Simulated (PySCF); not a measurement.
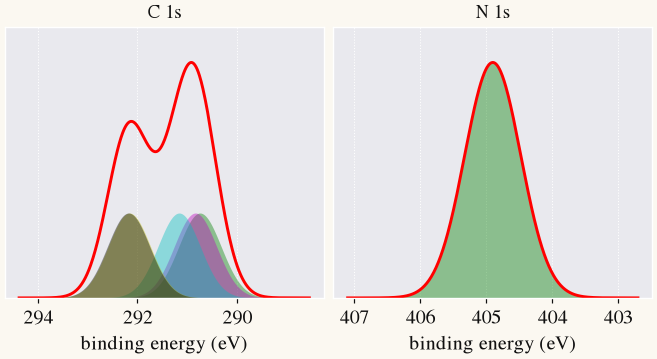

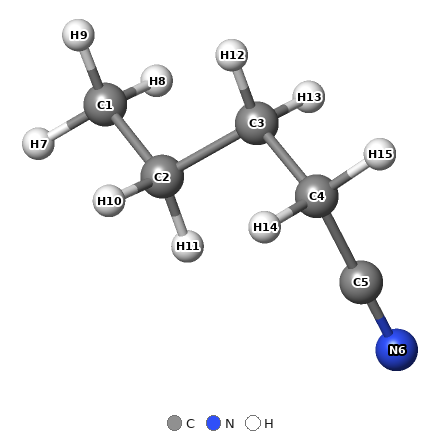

Simulated XPS of C₅H₉N, SMILES CCCCC#N. Vertical core-electron binding energies by ΔSCF (SCAN, pcX-2 on the ionised atom, pcseg-1 elsewhere, spin-free X2C; PySCF, at a GFN2-xTB geometry (no frequency check)), gas phase, against the vacuum level. One atom of each kind was ionised; within a panel, areas follow the number of like atoms, each panel is scaled alone, Gaussians of 1.0 eV full width. Only the regions named are shown. Lines closer than the width merge in the curve.

Question: Assign the components.

Answer:
```csv
level,atoms,binding energy (eV)
C 1s,C4,292.2
C 1s,C5,292.2
C 1s,C3,291.2
C 1s,C2,290.8
C 1s,C1,290.7
N 1s,N6,404.9
```

Question: How large is the chemical shift across the C 1s region?

Answer: 1.4 eV, from C1 at 290.7 eV to C4 at 292.2 eV.

Caveats: one conformer of a flexible molecule; the tight-binding geometry is rougher than a DFT one and adds to the error.
